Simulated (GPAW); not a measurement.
# SnF4 (I4/mmm): G0W0 with GPAW, start to end

Wanted: ground state, empty states, screening and self-energy for SnF4 (I4/mmm).

Method: LDA and many-body steps on it, plane waves, in GPAW 26.7.0.

## Step 1: Starting point

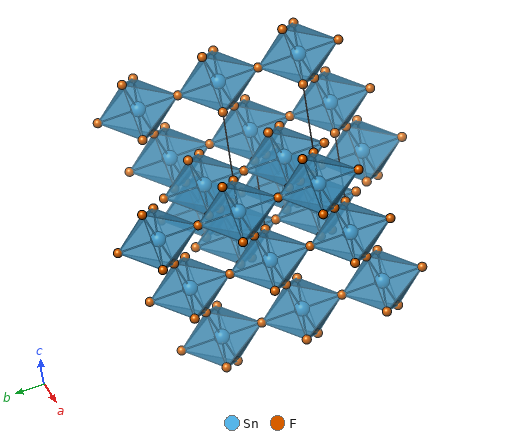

The cell as given, from a free direction (tin blue, fluorine orange). 2×2×1 cells are drawn. This picture shows the conventional cell, with its axes. Some periodic images of atoms are drawn too.

The cell and positions come from the Crystallography Open Database and are kept as given unless a step says otherwise.

## Step 2: Ground state

This step: GPAW 26.7.0; DFT, LDA, plane waves, PAW.

The ground-state density comes first.

File run.py:

```python
import json
import numpy as np
from gpaw.mpi import world
from ase import Atoms
from gpaw import GPAW, PW, FermiDirac

atoms = Atoms(['Sn', 'F', 'F', 'F', 'F'],
    cell=[[-2.0250000000, 2.0250000000, 3.9650000000],
      [2.0250000000, -2.0250000000, 3.9650000000],
      [2.0250000000, 2.0250000000, -3.9650000000]],
    scaled_positions=[[0.0000000000, 0.0000000000, 0.0000000000],
      [0.2370000000, 0.2370000000, 0.0000000000],
      [0.7630000000, 0.7630000000, 0.0000000000],
      [0.5000000000, 0.0000000000, 0.5000000000],
      [0.0000000000, 0.5000000000, 0.5000000000]],
    pbc=(True, True, True))
calc = GPAW(mode=PW(600),
    xc='LDA',
    kpts={'size': (8, 8, 8), 'gamma': True},
    occupations=FermiDirac(0.001),
    nbands=-8,
    convergence={'density': 1e-6, 'bands': -3},
    maxiter=100,
    txt='gs.txt')
atoms.calc = calc
res = {'energy': atoms.get_potential_energy()}
kpts = calc.get_ibz_k_points()
res['kpts'] = kpts
res['eigenvalues'] = [calc.get_eigenvalues(kpt=k) for k in range(len(kpts))]
res['n_electrons'] = calc.get_number_of_electrons()
calc.write('gs.gpw')

if world.rank == 0:
    with open('result.json', 'w') as f:
        json.dump(res, f, default=lambda x: x.tolist())
```

Started as:

```sh
> mpirun -n 4 gpaw python run.py
```

Numbers of over 12 decimals in the logs are rounded to 6 here.

The log of the run:

```text
__  _  _
 | _ |_)|_||  |
 |__||  | ||/\| - 26.7.0

Input parameters:
  mode=PW(ecut=600.0),
  convergence={'density': 1e-06, 'bands': -3},
  kpts=MonkhorstPack(size=(8, 8, 8), gamma=True),
  maxiter=100,
  nbands=-8,
  occupations=Occupations(name='fermi-dirac', width=0.001, fixmagmom=False),
  xc=XC(name='LDA')
  [... matrices ...]
Diagonalizing LCAO Hamiltonian
Converting LCAO to pw mode

       F

       F
         F
       Sn   F

Atoms  # Å, Bohr magnetons
|   | symbol |         x |         y |        z |    initial magnetic moments |
| 0 |     Sn |  0.000000 |  0.000000 | 0.000000 | ( 0.0000,  0.0000,  0.0000) |
| 1 |      F |  0.000000 | -0.000000 | 1.879410 | ( 0.0000,  0.0000,  0.0000) |
| 2 |      F | -0.000000 |  0.000000 | 6.050590 | ( 0.0000,  0.0000,  0.0000) |
| 3 |      F |  0.000000 |  2.025000 | 0.000000 | ( 0.0000,  0.0000,  0.0000) |
| 4 |      F |  2.025000 |  0.000000 | 0.000000 | ( 0.0000,  0.0000,  0.0000) |

Unit cell  # Å
| periodic |         x |         y |         z |  lengths |     angles |
|      yes | -2.025000 |  2.025000 |  3.965000 | 4.891061 | 131.084689 |
|      yes |  2.025000 | -2.025000 |  3.965000 | 4.891061 | 131.084689 |
|      yes |  2.025000 |  2.025000 | -3.965000 | 4.891061 |  71.678560 |

Number of symmetries: 16
Symmetry operations  # r_c * U_cc + t_c -> r_c
|    | kind |            matrix            |
|  0 |  σ   |  1, 1, 1,  0, 0,-1,  0,-1, 0 |
|  1 |  C4  |  1, 1, 1,  0, 0,-1, -1, 0, 0 |
|  2 |  E   |  1, 0, 0,  0, 1, 0,  0, 0, 1 |
|  3 |  σ   |  1, 0, 0,  0, 1, 0, -1,-1,-1 |
|  4 |  σ   |  0, 1, 0,  1, 0, 0,  0, 0, 1 |
|  5 |  C2  |  0, 1, 0,  1, 0, 0, -1,-1,-1 |
|  6 |  C2  |  0, 0, 1, -1,-1,-1,  1, 0, 0 |
|  7 |  S4  |  0, 0, 1, -1,-1,-1,  0, 1, 0 |
|  8 |  C4  |  0, 0,-1,  1, 1, 1,  0,-1, 0 |
|  9 |  σ   |  0, 0,-1,  1, 1, 1, -1, 0, 0 |
| 10 |  σ   |  0,-1, 0, -1, 0, 0,  1, 1, 1 |
| 11 |  C2  |  0,-1, 0, -1, 0, 0,  0, 0,-1 |
| 12 |  C2  | -1, 0, 0,  0,-1, 0,  1, 1, 1 |
| 13 |  i   | -1, 0, 0,  0,-1, 0,  0, 0,-1 |
| 14 |  S4  | -1,-1,-1,  0, 0, 1,  1, 0, 0 |
| 15 |  C2  | -1,-1,-1,  0, 0, 1,  0, 1, 0 |

BZ-sampling:
  Number of BZ points: 512
  Number of IBZ points: 59

  Monkhorst-Pack size: [8, 8, 8]
  Monkhorst-Pack shift: [0.0625, 0.0625, 0.0625]

K-points  # in reciprocal-cell coordinates
|     |                                coordinates |     weight |
|   0 | (  0.00000000,   0.00000000,   0.00000000) | 0.00195312 |
|   1 | (  0.12500000,  -0.12500000,   0.00000000) | 0.00781250 |
|   2 | (  0.12500000,  -0.12500000,   0.12500000) | 0.00781250 |
|   3 | (  0.12500000,   0.00000000,   0.00000000) | 0.01562500 |
|   4 | (  0.12500000,   0.12500000,  -0.12500000) | 0.00390625 |
|   5 | (  0.25000000,  -0.25000000,   0.00000000) | 0.00781250 |
|   6 | (  0.25000000,  -0.25000000,   0.12500000) | 0.01562500 |
|   7 | (  0.25000000,  -0.25000000,   0.25000000) | 0.00781250 |
|   8 | (  0.25000000,  -0.12500000,   0.00000000) | 0.03125000 |
|   9 | (  0.25000000,  -0.12500000,   0.12500000) | 0.01562500 |
| ... |                                            |            |
|  58 | (  0.50000000,   0.50000000,   0.50000000) | 0.00195312 |

Plane wave coefficients: 2196
Cutoff: 600.0 eV

Spin-components: 1 (collinear spins)
Bands:           29
Projectors:      26
Spin-degeneracy: 2
Datatype:        complex128

  Storage: CPU
  Wave functions: 58_776_272 bytes (14_694_068 per core)
  Projectors: 50_669_200 bytes (12_667_300 per core)
  [... matrices ...]
Parallelization:
  kpt:    4
  domain: 1
  band:   1

Density:
  Valence electrons: 42.0
  Components: 1
  Grid points: [28 28 28]
  Charge: 0.0  # |e|

Potential:
  Grid points: [28 28 28]

species:
  Sn:
    name:    Tin
    Z:       50.0
    valence: 14
    core:    36
    charge:  0.0  # [|e|]
    compensation charges:
      type: gauss
      rc: 0.38  # [Å]
      lmax: 2
    cutoffs:
      filter: 2.23  # [Å]
      core: 2.35  # [Å]
    projectors
    | kind |    occ | energy [eV] | rcut [Å] |
    |   5s |  2.000 |     -10.799 |    1.201 |
    |   5p |  2.000 |      -3.869 |    1.270 |
    |   4d | 10.000 |     -25.910 |    1.185 |
    |    s |        |      16.413 |    1.201 |
    |    p |        |      23.342 |    1.270 |
    |    d |        |       1.302 |    1.185 |

    Using partial waves for Sn as LCAO basis

  F:
    name:    Fluorine
    Z:       9.0
    valence: 7
    core:    2
    charge:  0.0  # [|e|]
    compensation charges:
      type: gauss
      rc: 0.20  # [Å]
      lmax: 2
    cutoffs:
      filter: 1.14  # [Å]
      core: 0.74  # [Å]
    projectors
    | kind |    occ | energy [eV] | rcut [Å] |
    |   2s |  2.000 |     -29.647 |    0.635 |
    |   2p |  5.000 |     -11.293 |    0.635 |
    |    s |        |      -2.435 |    0.635 |
    |    p |        |      15.918 |    0.635 |
    |    d |        |       0.000 |    0.635 |

    Using partial waves for F as LCAO basis

Reference energy: -178661.421980  # eV

eigensolver:
  PPCG
  Converge bands: -3
  niter=2

density mixing:
  MSR1-Mixer
  Pratt-step length: 0.05
  Maximum mixing coefficient: 0.75
  Old densities: 10
  SVD Regularization: 0.005
  Good broyden scale: 1.0
  Trust region scale: 1.0
  Backstep threshold: 4.0
  History deletion threshold: 6.0
  Fourier metric: weight=20.0, sigma=0.015

occupation numbers:
  Fermi-Dirac:
    width: 0.0010  # eV

poisson solver:
  ecut: 4800.0  # eV

xc functional:
  name: None

Initialization done in: 1.823 s

convergence criteria:
- Maximum integral of absolute [dens]ity change: 1e-06 electrons / valence electron
- Maximum [total energy] change in last 3 cyles: 0.0005 eV / valence electron
- Maximum integral of absolute [eigenst]ate change: 4e-08 eV^2 / valence electron
maximum number of iterations: 100

SCF iterations
|iter     |     time |      energy | eigst |  dens |
|iter:   1|  |  -28.515375 | +1.33 |       |
|iter:   2|  |  -27.878556 | -0.09 | -1.05 |
|iter:   3|  |  -25.887975 | -0.43 | -1.10 |
|iter:   4|  |  -25.839850 | -2.34 | -1.60 |
|iter:   5|  |  -25.832313 | -2.85 | -1.94 |
|iter:   6|  |  -25.830220c| -3.39 | -2.50 |
|iter:   7|  |  -25.830175c| -4.83 | -3.06 |
|iter:   8|  |  -25.830177c| -6.29 | -3.73 |
|iter:   9|  |  -25.830177c| -7.36 | -4.31 |
|iter:  10|  |  -25.830177c| -7.73c| -5.13 |
|iter:  11|  |  -25.830177c| -8.47c| -6.10c|

Converged in 11 steps
SCF loop duration: 22.038 s (2.003 s/step)
Energy contributions relative to reference atoms: (reference = -178661.421980)
  [... matrices ...]
Energy contributions:
  Kinetic:          44.220861
  Coulomb:         -40.360823
  Zero:              0.245532
  External:          0.000000
  Xc:              -29.935747
  Entropy:          -0.000000
  Spinorbit:         0.000000
  ----------------------------
  Free energy:     -25.830177
  Extrapolated:    -25.830177

dipole moment: (-18.718166, -18.718166, -12.956443)  # |e|*Ang

Fermi level: 0.536
Eigenvalues  # (at kpt = [0.000, 0.000, 0.000])
| band index |      eig [eV] | occ [0-2] |
|          0 |       -22.108 |     2.000 |
|        ... |               |           |
|         13 |        -2.183 |     2.000 |
|         14 |        -2.183 |     2.000 |
|         15 |        -2.133 |     2.000 |
|         16 |        -1.315 |     2.000 |
|         17 |        -1.315 |     2.000 |
|         18 |        -1.312 |     2.000 |
|         19 |        -0.311 |     2.000 |
|         20 |        -0.311 |     2.000 |
|         21 |         3.261 |     0.000 |
|         22 |        11.279 |     0.000 |
|         23 |        12.474 |     0.000 |
|         24 |        12.474 |     0.000 |
|         25 |        13.802 |     0.000 |
|         26 |        14.612 |     0.000 |
|         27 |        15.720 |     0.000 |
|         28 |        15.915 |     0.000 |

Gap: 3.323 eV
Transition (v -> c):
  (s=0, k=54, n=20, [0.50, 0.50, 0.00]) -> (s=0, k=0, n=21, [0.00, 0.00, 0.00])
Direct/indirect transitions are different
Direct gap: 3.571 eV
Transition at: (s=0, k=0, n=20, [0.00, 0.00, 0.00])
# Writing to gs.gpw (mode='')
  [... matrices ...]
```

The job ended after 26 s (4 MPI ranks of Arm Neoverse V1, shared host; peak memory 0.81 GiB; 1.7 min of CPU time).

This step gave:

- total energy: -25.83 eV
- gap: 3.323 eV
- k of the valence top: 0.5, 0.5, 0
- k of the conduction bottom: 0, 0, 0
- least direct gap: 3.571 eV

The gap is indirect, with the least direct gap 0.25 eV higher.

## Step 3: Empty states on the mesh, 4×4×4 mesh, 228 bands

The sums over transitions need many empty states on a uniform mesh; this step solves for them.

File run.py:

```python
import json
import numpy as np
from gpaw.mpi import world
from gpaw import GPAW

calc = GPAW('gs.gpw').fixed_density(kpts={'size': (4, 4, 4), 'gamma': True},
    parallel={'domain': 1, 'band': 1},
    txt='nscf.txt')
calc.diagonalize_full_hamiltonian(nbands=228)
calc.write('full.gpw', mode='all')
res = {}
kpts = calc.get_ibz_k_points()
res['kpts'] = kpts
res['eigenvalues'] = [calc.get_eigenvalues(kpt=k) for k in range(len(kpts))]
res['n_electrons'] = calc.get_number_of_electrons()

if world.rank == 0:
    with open('result.json', 'w') as f:
        json.dump(res, f, default=lambda x: x.tolist())
```

Started as:

```sh
> mpirun -n 4 gpaw python run.py
```

The log of the run:

```text
Diagonalizing LCAO Hamiltonian
Converting LCAO to pw mode
convergence criteria:
- Maximum integral of absolute [eigenst]ate change: 4e-08 eV^2 / valence electron
maximum number of iterations: 100

SCF iterations
|iter     |     time |      energy | eigst |  dens |
|iter:   1|  |             | +1.36 |       |
|iter:   2|  |             | -0.50 |       |
|iter:   3|  |             | -1.87 |       |
[...]
|iter:   7|  |             | -5.88 |       |
|iter:   8|  |             | -6.95 |       |
|iter:   9|  |             | -7.78c|       |
SCF steps: 9
  __  _  _
 | _ |_)|_||  |
 |__||  | ||/\| - 26.7.0

Input parameters:
  mode=PW(ecut=600.0),
  convergence={'density': 1e-06, 'bands': -3},
  gpts=array([28, 28, 28]),
  kpts=MonkhorstPack(size=(4, 4, 4), gamma=True),
  maxiter=100,
  nbands=29,
  occupations=Occupations(name='fermi-dirac', width=0.001, fixmagmom=False),
  parallel={'domain': 1, 'band': 1},
  xc=XC(name='LDA')
Matrix size: 2175x2175
# Writing to full.gpw (mode='all')
  [... matrices ...]

timing:  # [seconds]
  Total: 41.262  # ━━━━━━━━━━━━━━━━━━━━━━━━━━━━━━━━━━━━━━━━━━━━━━━━━━━━━━━━━━
```

Elapsed: 49 s, on 4 MPI ranks; peak memory 2.2 GiB.

Numbers from this step:

```
gap                                                           : 3.323 eV
k of the valence top                                          : 0.5, 0.5, 0
k of the conduction bottom                                    : 0, 0, 0
least direct gap                                              : 3.571 eV
k points computed                                             : 13
lowest point of the top converged band, above the valence top : 120.1677 eV
```

On this mesh the gap is 3.323 eV.

## Step 4: Screening and self-energy, 4×4×4 mesh, 101 bands, screening to 78 eV

G0W0 replaces the xc potential by the self-energy, built once from these orbitals. Only a window of levels is corrected, while the sums run over the empty bands that the input names.

This step: G0W0 on LDA, plane waves, PAW.

File run.py:

```python
import json
import numpy as np
from gpaw.mpi import world
from gpaw.response.g0w0 import G0W0

gw = G0W0('full.gpw',
    filename='gw',
    kpts=[0, 10],
    bands=(19, 23),
    ecut=78,
    nbands=101,
    integrate_gamma='WS',
    ppa=True)
gw.calculate()
res = {mode: {k: v for k, v in r.items() if k != 'sigma_eskwn'}
       for mode, r in gw.all_results.items()}

if world.rank == 0:
    with open('result.json', 'w') as f:
        json.dump(res, f, default=lambda x: x.tolist())
```

Started as:

```sh
> mpirun -n 4 gpaw python run.py
```

The log of the run:

```text
Using integrator: PointIntegrator
FrequencyGridDescriptor(from 0.000+0.000j to 0.000+27.211j eV, 2 points)
Nonperiodic BCs:  [False False False]
Using integrator: PointIntegrator
FrequencyGridDescriptor(from 0.000+0.000j to 0.000+27.211j eV, 2 points)
Nonperiodic BCs:  [False False False]
  ___  _ _ _
 |   || | | |
 | | || | | |
 |__ ||_____|
 |___|

BZ k-points: Symmetries present (total): 16

  [... matrices ...]
64 k-points: 4 x 4 x 4 Monkhorst-Pack grid + [1/8,1/8,1/8]
13 k-points in the irreducible part of the Brillouin zone
       k-points in crystal coordinates                weights
   0:     0.00000000    0.00000000    0.00000000          1/64
   1:     0.25000000   -0.25000000    0.00000000          4/64
   2:     0.25000000   -0.25000000    0.25000000          4/64
   3:     0.25000000    0.00000000    0.00000000          8/64
   4:     0.25000000    0.25000000   -0.25000000          2/64
   5:     0.25000000    0.25000000    0.25000000          2/64
   6:     0.50000000    0.00000000    0.25000000          8/64
   7:     0.50000000    0.00000000    0.50000000          4/64
   8:     0.50000000    0.25000000    0.25000000         16/64
   9:     0.50000000    0.25000000    0.50000000          8/64
          ...
  12:     0.50000000    0.50000000    0.50000000          1/64

Distributing spins, k-points and bands (1 x 2 x 4) over 4 processes
Number of blocks: 1

Quasi particle states:
k-points (IBZ indices): [0, 10]
Band range: (19, 23)
  [... matrices ...]
Computational parameters:
Plane wave cut-off: 78 eV
Number of bands: 101
Coulomb cutoff: None
Broadening: 0.1 eV

fxc modes: GW
Kernel: RPA
Using Godby-Needs plasmon-pole approximation:
  Fitting energy: i*E0, E0 = 1.000 Hartree
Summing all q:

Calculating screened Coulomb potential
No Coulomb truncation
FrequencyGridDescriptor(from 0.000+0.000j to 0.000+27.211j eV, 2 points)
Removing empty qpoint cache files...

Calculating chi0 body with:
    Ground state adapter containing:
    Number of spins: 1
    Number of kpoints: 64
    Number of irreducible kpoints: 13
    Number of completely occupied states: 21
    Number of partially occupied states: 21
    Occupied states memory: 7.0341796875 M / cpu

    Linear response parametrization:
    q_c: [0.0, 0.0, 0.0]
    Number of frequency points: 2
    Planewave cutoff: 78.0
    Number of bands: 101
    Number of planewaves: 105
    Broadening (eta): 1e-06
    comm.size: 4
    kncomm.size: 4
    blockcomm.size: 1

    Memory estimate of potentially large arrays:
        chi0_wGG: 0.336456 M / cpu
Integrating chi0 body.

Symmetries of q_c:
    Direct symmetries (Uq -> q): 16
    Indirect symmetries (TUq -> q): 0
In total 16 allowed symmetries.

  [... matrices ...]
13 groups of equivalent kpoints. 79.6875% reduction.

Integral kind: response function
Integrating chi0 head and wings.

Symmetries of q_c:
    Direct symmetries (Uq -> q): 16
    Indirect symmetries (TUq -> q): 0
In total 16 allowed symmetries.

  [... matrices ...]
13 groups of equivalent kpoints. 79.6875% reduction.

Integral kind: response function wings

Calculating chi0 body with:
    Ground state adapter containing:
    Number of spins: 1
    Number of kpoints: 64
    Number of irreducible kpoints: 13
    Number of completely occupied states: 21
    Number of partially occupied states: 21
    Occupied states memory: 7.0341796875 M / cpu

[... the further q-points ...]

Results:
f:      Occupation numbers
eps:     KS-eigenvalues [eV]
vxc:     KS vxc [eV]
exx:     Exact exchange [eV]
sigma:   Self-energies [eV]
dsigma:  Self-energy derivatives
Z:       Renormalization factors
qp:      QP-energies [eV]

k-point 0 (0): (0.000, 0.000, 0.000)                GW
band       f     eps     vxc     exx   sigma  dsigma       Z      qp
                                                                   GW
  19   1.000  -0.311 -24.098 -31.856   5.637  -0.261   0.793  -1.994
  20   1.000  -0.311 -24.098 -31.856   5.637  -0.261   0.793  -1.994
  21   0.000   3.261 -19.716 -14.971  -2.131  -0.164   0.859   5.507
  22   0.000  11.279 -12.152  -6.437  -3.267  -0.139   0.878  13.428

k-point 1 (10): (0.500, 0.500, 0.000)                GW
band       f     eps     vxc     exx   sigma  dsigma       Z      qp
                                                                   GW
  19   1.000  -0.359 -23.892 -31.681   5.620  -0.261   0.793  -2.078
  20   1.000  -0.062 -24.515 -32.353   5.696  -0.260   0.794  -1.762
  21   0.000   7.696 -23.143 -16.170  -2.924  -0.194   0.837  11.087
  22   0.000   8.519 -15.246  -9.076  -3.438  -0.161   0.862  10.872
```

Run time: 84 s. Hardware: 4 MPI ranks; peak memory 1.7 GiB.

Numbers from this step:

```yaml
g0w0_gap_on_the_points_computed: 7.270 eV
least_direct_g0w0_gap_on_the_computed_points: 7.501 eV
z_at_the_valence_top: 0.7939
z_at_the_conduction_bottom: 0.8594
starting_gap_on_the_mesh: 3.323 eV
k_of_the_valence_top: 0.5, 0.5, 0
k_of_the_conduction_bottom: 0, 0, 0
```

The gap on the mesh goes from 3.32 eV to 7.27 eV, a correction of +3.95 eV.

Limits: finite bands, cutoff and mesh; no spin-orbit coupling. v1 is the top filled band, c1 the lowest empty one. The levels before and after the correction (eV, zero at the valence-band top of each column):

```
           conduction bottom  valence top
Kohn-Sham               3.32         0.00
     G0W0               7.27         0.00
```

```
                    level  energy (eV)
Kohn-Sham         Γ v2-v1       -0.248
Kohn-Sham            Γ c1        3.323
Kohn-Sham            Γ c2       11.341
Kohn-Sham  (0.5 0.5 0) v2       -0.296
Kohn-Sham  (0.5 0.5 0) v1        0.000
Kohn-Sham  (0.5 0.5 0) c1        7.758
Kohn-Sham  (0.5 0.5 0) c2        8.581
     G0W0         Γ v2-v1       -0.231
     G0W0            Γ c1        7.270
     G0W0            Γ c2       15.190
     G0W0  (0.5 0.5 0) v2       -0.316
     G0W0  (0.5 0.5 0) v1        0.000
     G0W0  (0.5 0.5 0) c1       12.849
     G0W0  (0.5 0.5 0) c2       12.634
```

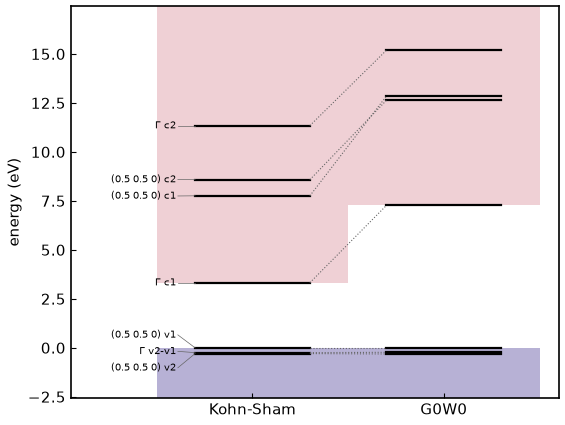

Levels before and after the correction. Shaded: valence and conduction bands.

## Step 5: Where the time went

Times are wall times on 4 MPI ranks of Arm Neoverse V1, shared host, good to a factor of about two.

```
                     step  time  share  memory (GiB)
             ground state  26 s   16 %          0.81
 empty states on the mesh  49 s   31 %           2.2
screening and self-energy  84 s   53 %           1.7
```

## Step 6: Results

```yaml
lda_gap: 3.32 eV, indirect
g0w0_gap_on_the_mesh: 7.27 eV
gw_settings: 4×4×4 mesh, 101 bands, screening to 78 eV, Godby-Needs plasmon pole
known_limits: not at the basis limit; no spin-orbit coupling
```

**Reading.** G0W0 moves the gap on the mesh from 3.32 eV to 7.27 eV (+3.95 eV), with Z of 0.79 and 0.86 at the edges. Only 2 of the mesh's irreducible points were corrected, so a valley elsewhere could overtake. The dearest step here is «screening and self-energy». Bands and cutoff are finite, so the gap is not at the basis limit. The miss can reach some tenths of an eV and take either sign; the mesh is an error of its own. These stock PAW sets were not made for GW. In the G0W0 run levels were corrected at 2 k points alone, so a gap called «on the mesh» is the least over those, and an edge elsewhere would be missed. The many-body steps are scalar-relativistic: spin-orbit coupling is not in them.

[Paths, hosts, dates, memory and timing lines, banners, echoed tables and standing remarks are left out of the program output.]

[Logs are printed without paths, hosts, clocks, repeated set-up lines and the standing remarks that a program may print on its own settings, such as how far it seeks lower states.]

[Runs of the session that timed out or met a known fault of the program may be left out.]

[Hosts, paths, dates, database ids (printed as entryN), source tags and the programs' standing remarks are cut or masked in the printed files.]
